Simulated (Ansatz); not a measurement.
# Calculations on CH6BCl

**1. Relaxation**

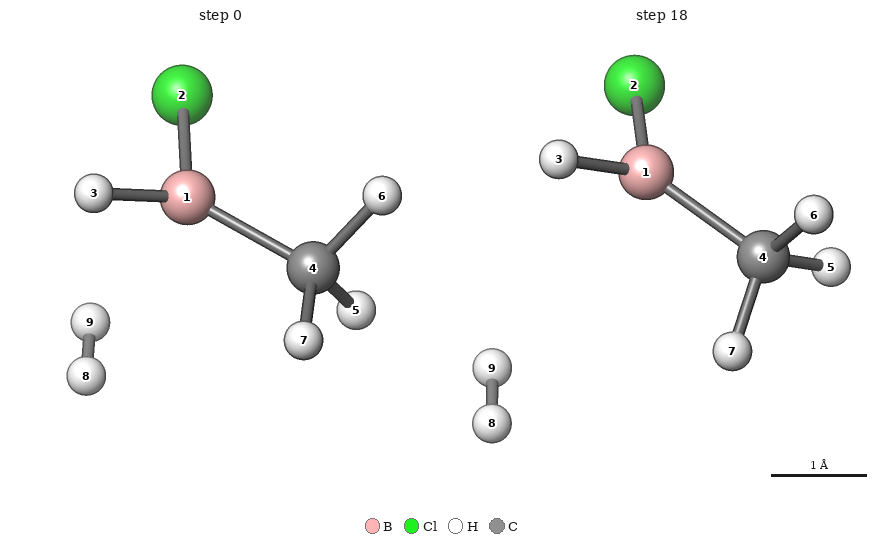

The structure of CH6BCl before (left) and after (right) a relaxation, at one scale.

The picture is a ball-and-stick view, seen at a tilt.

The run prepares an end point of a later path (reaction) calculation, from a guessed geometry.

Method: Ansatz 0.2.0, RKS PBE0-D4/cc-pVDZ.

Input file:
```yaml
crystal:
  periodic: [false, false, false]
  atoms:
    - { symbol: B, position_ang: [-0.09356, 0.213004, 0.138831] }
    - { symbol: Cl, position_ang: [-0.253789, 0.52452, 1.933504] }
    - { symbol: H, position_ang: [1.034223, 0.254884, -0.279177] }
    - { symbol: C, position_ang: [-1.386946, 0.071981, -0.707294] }
    - { symbol: H, position_ang: [-2.140905, -0.557447, -0.20172] }
    - { symbol: H, position_ang: [-1.843563, 1.080703, -0.782167] }
    - { symbol: H, position_ang: [-1.21145, -0.29795, -1.729227] }
    - { symbol: H, position_ang: [0.301135, -2.139316, 0.340329] }
    - { symbol: H, position_ang: [0.238055, -1.820979, 0.982522] }
basis:
  gaussian: { orbitals: cc-pVDZ }
hamiltonian:
  xc: pbe0
  dispersion: d4
relax:
  f_tol: 0.03
  max_steps: 50
```

Run as
```bash
ansatz run input.yaml --threads 1 --pin off --max-ram 2048MiB --backend cpu --events-out ev --progress --plain --runs-dir out
```

Q: What changed between the two?

A: The energy falls by 16.7 kJ/mol in 16 accepted moves (18 points after the start). The largest force component goes from 1.6 to 0.014 eV/Å. The line search rejected the trial steps at points 11, 17 of the run. The forces were under the threshold at step 15, but the run went on from there. The atom that moves furthest after the best rigid fit is H9 (0.64 Å). By element the largest moves are H 0.64 Å, B 0.32 Å, Cl 0.16 Å, C 0.15 Å. Some distances before and after: B1–Cl2 1.829 → 1.765 Å, H8–H9 0.720 → 0.762 Å, C4–H5 1.105 → 1.099 Å. Bond angles that change, for instance: B1–C4–H7 113.8° → 110.1°, H3–B1–C4 126.5° → 123.0°, B1–C4–H5 111.8° → 115.0°. Groups turn about B1–C4 by about 35°.

Limits of the set-up: the start holds two separate molecules, 2.2 Å apart at their closest, whose relative position is a soft coordinate.

**2. Relaxation**

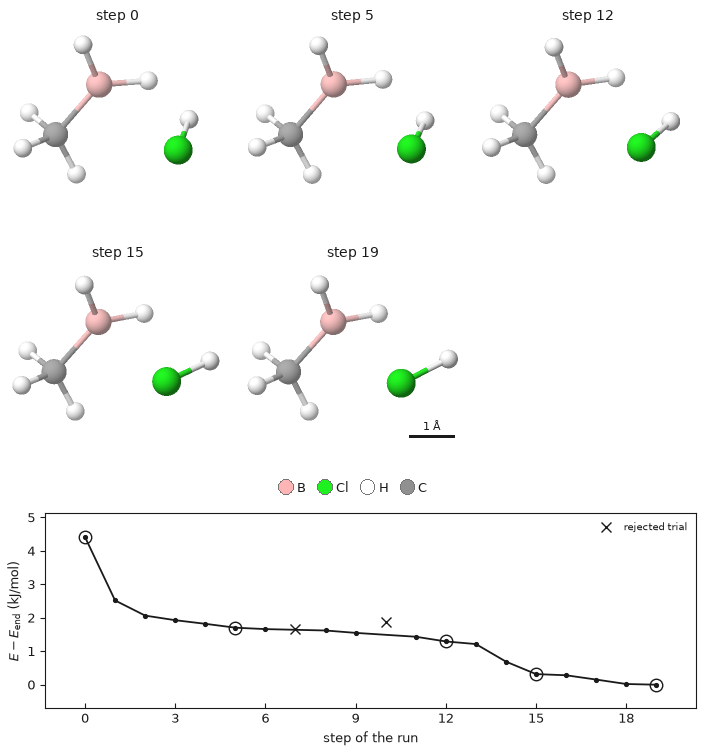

Frames of a relaxation of CH₆BCl, marked on the history of the run. The picture is a ball-and-stick view, seen at a tilt.

The run prepares an end point of a later path (reaction) calculation, from a guessed geometry.

Theory: Ansatz, RKS PBE0-D4/cc-pVDZ. (no spin polarisation; force threshold 0.03 eV/Å; at most 50 steps)

What happens along the run?

Answer. The atom that moves furthest after the best rigid fit is an H atom (0.69 Å). Largest moves by element: H 0.69 Å, Cl 0.35 Å, C 0.05 Å, B 0.04 Å. Some distances before and after: B–Cl 3.061 → 2.758 Å, Cl–H 1.338 → 1.293 Å, B–H 1.202 → 1.214 Å, B–C 1.553 → 1.560 Å. The energy falls by 4.41 kJ/mol in 17 accepted moves (19 points after the start). The largest force component goes from 0.77 to 0.011 eV/Å. The line search rejected the trial steps at points 7, 10 of the run. From step 0 to 5: Cl and H atoms move most (0.06 Å), energy −2.71 kJ/mol. From step 5 to 12: an H atom moves most (0.26 Å), energy −0.41 kJ/mol. From step 12 to 15: an H atom moves most (0.26 Å), energy −0.98 kJ/mol. From step 15 to 19: an H atom moves most (0.18 Å), energy −0.32 kJ/mol.

**3. Path**

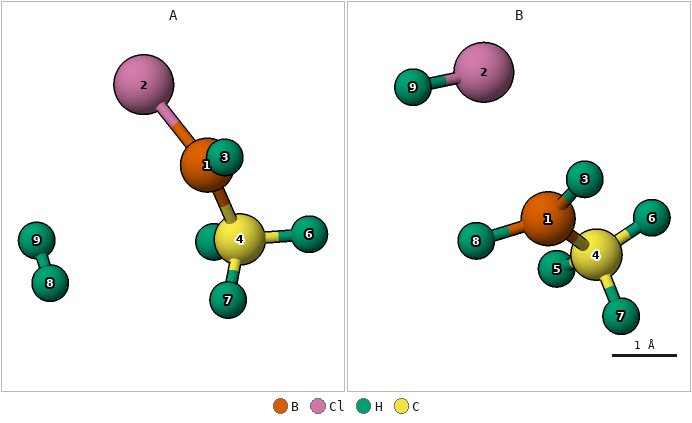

The two relaxed end points of a path for CH₆BCl, made up at the start of CH4BCl and H2. A ball-and-stick model, seen at a tilt.

All numbers below come from RKS PBE0-D4/cc-pVDZ in Ansatz 0.2.0.

Run with 7 movable images; climbing image; force threshold 0.05 eV/Å; iteration limit 60.

Start:
```xyz
9

B    -0.2153    0.4932    0.2241
Cl   -0.3391    0.6426    1.9785
H     0.8871    0.6576   -0.2355
C    -1.4613    0.1995   -0.6527
H    -2.3798   -0.0264   -0.0938
H    -1.6446    1.0862   -1.2894
H    -1.2442   -0.6202   -1.3595
H     0.5344   -2.7067    0.2142
H     0.5061   -2.3964    0.9098
```

End:
```xyz
9

B    -0.0272   -0.4523   -0.4527
Cl   -0.0778   -0.2048    2.2941
H     0.9494    0.2596   -0.5261
C    -1.4458    0.0919   -0.8050
H    -2.2808   -0.4846   -0.3798
H    -1.5929    1.1651   -0.6131
H    -1.5161   -0.0361   -1.9067
H     0.1521   -1.6437   -0.3059
H     0.4822   -1.3658    2.3908
```

Q: Predict the minimum-energy path and its barrier.

A: Forward barrier 1.02 eV, backward barrier 0.21 eV, with image 5 at the top; the reaction energy is +0.81 eV. Breaking: B1–Cl2 (1.77 → 2.20 at the top → 2.76 Å), H8–H9 (0.76 → 1.14 at the top → 2.73 Å). Forming: B1–H8 (3.29 → 1.29 at the top → 1.21 Å), Cl2–H9 (3.33 → 1.48 at the top → 1.29 Å). The band is converged. At the top, the vibrational analysis gives one imaginary mode (566i cm⁻¹), as a transition state must have.

Energies of the converged images:

```
image  path (Å)  E (eV)
    0      0.00   0.000
    1      0.56   0.005
    2      1.12   0.043
    3      1.68   0.194
    4      2.24   0.514
    5      2.80   1.024
    6      3.35   0.860
    7      3.90   0.823
    8      4.46   0.809
```

The geometry at the top of the path:

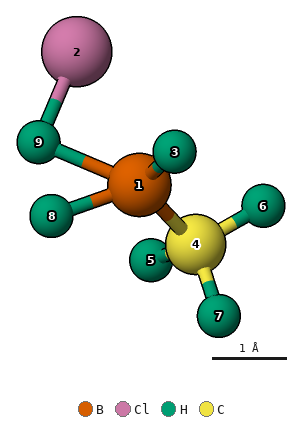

Limits of the set-up: the start holds two separate molecules, 3.1 Å apart at their closest, whose relative position is a soft coordinate.
